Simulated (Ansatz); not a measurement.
# H₂OF (doublet): one geometry, many settings at distance O1–H3 along a hydrogen transfer = 0.960 Å

Aim: run H₂OF (doublet) at one geometry under a spread of methods and options, and see what each costs and gives.

Program: Ansatz 0.2.0, Gaussian basis. Level of theory: the settings change from run to run. These are calculated values, not measurements.

10 further runs of the same task are left out: 10 that didn't finish.

### 1 The system

The geometry derives from fragments relaxed apart (PBE0/def2-TZVP) and kept rigid, so it is no stationary point. A hydrogen atom is moved between rigid fragments.

4 atoms, charge 0, spin multiplicity 2.

Atoms are counted from 1 here; the program's logs count them from 0.

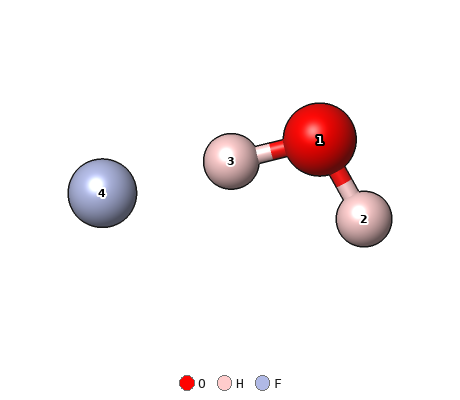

The geometry (oxygen red, hydrogen pink, fluorine light blue); atoms are numbered from 1 in the order of the file.

### 2 FCI states/STO-3G

Contents of in.yaml:

```yaml
crystal:
  periodic: [false, false, false]
  atoms:
    - {symbol: O, position_ang: [-1.230169, -0.025232, 0.000000]}
    - {symbol: H, position_ang: [-1.479479, 0.901344, 0.000000]}
    - {symbol: H, position_ang: [-0.270640, -0.025232, 0.000000]}
    - {symbol: F, position_ang: [1.128831, -0.025232, 0.000000]}
basis:
  gaussian: {orbitals: STO-3G, point_charges: [{charge: -0.50, position_ang: [3.957, 0.373, 0.858]}]}
magnetization: {spin_polarized: false, initial_magnetization: 1}
correlation: {active_space: {window: {electrons: 19, orbitals: 12}, states: [{multiplicity: 2, weights: [1, 1]}], fixed_orbitals: true}}
accuracy: high
```

Run with:

```console
ansatz run in.yaml --threads 1 --pin off --events-out ev --progress --plain --max-ram 2393MiB
```

The log of the run:

```text
Functional definition: HF
  name "HF"
  cite "Fock, Z. Phys. 61, 126 (1930) doi:10.1007/BF01340294"
  parent pbe
  exchange = exact_x
  correlation = 0
180 factors; integrals over basis functions are off by at most 4.1e-8 eV
mean field evaluation 1: about -4697.0801 eV, gradient 2.2e1 eV
mean field evaluation 2: about -4697.1278 eV, gradient 2.2e1 eV
mean field evaluation 4: about -4703.3941 eV, gradient 2.7e1 eV
mean field evaluation 8: about -4705.9917 eV, gradient 3.4e-1 eV
mean field evaluation 16: about -4705.9920 eV, gradient 2.7e-2 eV
mean field evaluation 32: about -4706.0027 eV, gradient 2.3e-5 eV
mean field evaluation 64: about -4705.9926 eV, gradient 3.1e-1 eV
mean field evaluation 96: about -4705.9929 eV, gradient 9.0e-3 eV
mean field -4706.00274896 eV, -172.9424111810 hartree, gradient 6.7e-8 eV, S^2 0.750000; 9 other end points of the search recorded, 0 dependent functions left out
reference -4706.00274896 eV, -172.9424111810 hartree; 10, 9 occupied and 2, 3 virtual orbitals, 180 factors
state -4707.29382696 eV, -172.9898574224 hartree
state -4707.27985586 eV, -172.9893439940 hartree
Total energy: -4707.28684141 eV, -172.9896007082 hartree
```

Wall time 0.39 s (1 thread of Arm Neoverse V1, shared host).

### 3 CCSD on ROHF/STO-3G

Contents of in.yaml:

```yaml
crystal:
  periodic: [false, false, false]
  atoms:
    - {symbol: O, position_ang: [-1.230169, -0.025232, 0.000000]}
    - {symbol: H, position_ang: [-1.479479, 0.901344, 0.000000]}
    - {symbol: H, position_ang: [-0.270640, -0.025232, 0.000000]}
    - {symbol: F, position_ang: [1.128831, -0.025232, 0.000000]}
basis:
  gaussian: {orbitals: STO-3G}
magnetization: {spin_polarized: false, initial_magnetization: 1}
correlation: {method: ccsd, electrons: outside_noble_gas}
scf: {lower_state_search: full}
output: {forces: true}
```

The command is unchanged.

The log of the run (excerpt; [...] marks lines left out):

```text
Functional definition: HF
  name "HF"
  cite "Fock, Z. Phys. 61, 126 (1930) doi:10.1007/BF01340294"
  parent pbe
[...]
160 factors; integrals over basis functions are off by at most 1.9e-5 eV
[...]
mean field -4705.85370089 eV, -172.9369337653 hartree, gradient 3.5e-10 eV, S^2 0.750000; 16 other end points of the search recorded, 0 dependent functions left out
[...]
determinant -4705.85370089 eV, -172.9369337653 hartree, with singles and doubles -4707.13910543 eV, -172.9841715112 hartree
determinant -4705.84798387 eV, -172.9367236687 hartree, with singles and doubles -4707.13335801 eV, -172.9839602973 hartree
determinant -4705.67244137 eV, -172.9302726012 hartree, with singles and doubles -4707.09222446 eV, -172.9824486671 hartree
determinant -4705.85370089 eV, -172.9369337653 hartree, with singles and doubles -4707.13912039 eV, -172.9841720608 hartree
[...]
2 core orbitals not correlated: weight in the atoms' cores, before any rotation towards them, 1.000 or more for the frozen orbitals, at most 0.000 for the correlated occupied ones
reference -4705.85370089 eV, -172.9369337653 hartree; 8, 7 occupied and 2, 3 virtual orbitals, 160 factors
second order -0.93878383 eV of doubles, -0.00398074 eV of singles
cycle   1  -1.28541920 eV  change    3.0e-7 eV  update   2.8e-6
[...]
cycle  15  -1.28541807 eV  change   -1.2e-9 eV  update   2.1e-9
[...]
the multipliers restart with 30 DIIS vectors
Total energy: -4707.13911895 eV, -172.9841720080 hartree
Atom 0 at    -1.230169    -0.025232     0.000000 Å, force    -3.608863    -4.091640     0.000000 eV/Å
Atom 1 at    -1.479479     0.901344     0.000000 Å, force    -0.285980     3.446483    -0.000000 eV/Å
Atom 2 at    -0.270640    -0.025232     0.000000 Å, force     1.026548     0.662871    -0.000000 eV/Å
Atom 3 at     1.128831    -0.025232     0.000000 Å, force     2.868295    -0.017714     0.000000 eV/Å
Dipole moment:     0.417296     0.238780    -0.000000 e Å
```

Run time: 1.3 s. Hardware: 1 thread of Arm Neoverse V1, shared host.

From the report: correlation -1.2854 eV; T1 0.004; largest double amplitude 0.04.

### 4 CISD/6-31G

in.yaml, as its differences from that of step 3:

```diff
@@ -8,6 +8,4 @@
 basis:
-  gaussian: {orbitals: STO-3G}
+  gaussian: {orbitals: 6-31G}
 magnetization: {spin_polarized: false, initial_magnetization: 1}
-correlation: {method: ccsd, electrons: outside_noble_gas}
-scf: {lower_state_search: full}
-output: {forces: true}
+correlation: {active_space: {ras: {orbitals: [9, 1, 12], electrons: 19, max_holes: 2, max_particles: 2}, fixed_orbitals: true}}
```

Launched as before.

The log of the run (excerpt; [...] marks lines left out):

```text
Functional definition: HF
  name "HF"
  cite "Fock, Z. Phys. 61, 126 (1930) doi:10.1007/BF01340294"
  parent pbe
[...]
214 factors; integrals over basis functions are off by at most 3.2e-4 eV
[...]
mean field -4770.64710533 eV, -175.3180474601 hartree, gradient 1.2e-6 eV, S^2 0.750000; 10 other end points of the search recorded, 0 dependent functions left out
reference -4770.64710533 eV, -175.3180474601 hartree; 10, 9 occupied and 12, 13 virtual orbitals, 214 factors
state -4776.34899000 eV, -175.5275878567 hartree
Total energy: -4776.34899000 eV, -175.5275878567 hartree
```

Wall time 2.5 s (1 thread of Arm Neoverse V1, shared host).

From the report: 18,144 determinants.

### 5 CASSCF(3,6)/def2-SVP

in.yaml, as its differences from that of step 4:

```diff
@@ -8,4 +8,4 @@
 basis:
-  gaussian: {orbitals: 6-31G}
+  gaussian: {orbitals: def2-SVP}
 magnetization: {spin_polarized: false, initial_magnetization: 1}
-correlation: {active_space: {ras: {orbitals: [9, 1, 12], electrons: 19, max_holes: 2, max_particles: 2}, fixed_orbitals: true}}
+correlation: {active_space: {window: {electrons: 3, orbitals: 6}, states: [{multiplicity: 2, weights: [1, 1, 1, 0.5]}]}}
```

Same command.

The log of the run (excerpt; [...] marks lines left out):

```text
Functional definition: HF
  name "HF"
  cite "Fock, Z. Phys. 61, 126 (1930) doi:10.1007/BF01340294"
  parent pbe
[...]
617 factors; integrals over basis functions are off by at most 1.8e-7 eV
[...]
mean field -4767.86651053 eV, -175.2158624858 hartree, gradient 9.1e-7 eV, S^2 0.750000; 10 other end points of the search recorded, 0 dependent functions left out
reference -4767.86651053 eV, -175.2158624858 hartree; 10, 9 occupied and 28, 29 virtual orbitals, 617 factors
state -4767.62578013 eV, -175.2070158070 hartree
state -4765.79348924 eV, -175.1396803586 hartree
state -4759.79344504 eV, -174.9191828013 hartree
state -4759.38827521 eV, -174.9042930847 hartree
Total energy: -4763.68767200 eV, -175.0622930026 hartree
```

Wall time 6.5 s (1 thread of Arm Neoverse V1, shared host).

From the report: 90 determinants; active occupations (of the averaged states) 1.28, 1.26, 0.43, 0.02, 0.01, 0.00.

### 6 All runs side by side

```csv
level,correlated,functions,energy (eV),time
"FCI states/STO-3G (several states, beside a point charge)",all,12,-4707.2868,0.39 s
CCSD on ROHF/STO-3G,outside noble gas,12,-4707.1391,1.3 s
CISD/6-31G,all,22,-4776.3490,2.5 s
"CASSCF(3,6)/def2-SVP (mean of several states)",,38,-4763.6877,6.5 s
```

### 7 Summary of results

| quantity | value |
| --- | --- |
| runs | 4 |
| quickest | FCI states/STO-3G (several states, beside a point charge), 0.39 s |
| slowest | CASSCF(3,6)/def2-SVP (mean of several states), 6.5 s |

**Reading.** Total energies in different bases, with other cores or another treatment of relativity can't be set against each other. CASSCF(3,6)/def2-SVP (mean of several states) took 17 times as long as FCI states/STO-3G (several states, beside a point charge); the jobs differ in more than the method.
